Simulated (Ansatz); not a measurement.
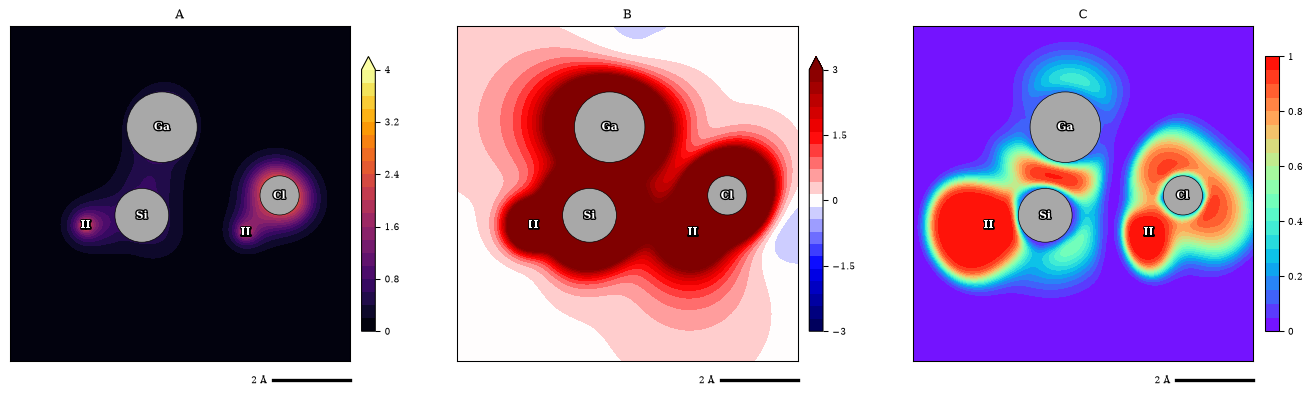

GaH5Si···HCl: 3 fields on the plane of atoms Ga1, Si2 and H9, with unlabelled colour scales. Grey discs cover the atomic cores.

Not at a stationary point (largest force 0.6 eV/Å).

All numbers below come from RKS r2SCANh/def2-mTZVP in Ansatz.

> The panels show electron density, electron localisation function and electrostatic potential in some order. Assign them.

Panel A: electron density. Panel B: electrostatic potential (strongly positive close to the atoms and fading to about zero outside). Panel C: electron localisation function. From the grid: Si2···H5 (2.72 Å): the density falls to about 0.06 e/Å³ on the way; the ELF dips to about 0.05 between them. Ga–Si (2.35 Å): the density is about 0.58 e/Å³ at the midpoint; the ELF peaks at about 0.95 between the atoms: a shared electron pair.
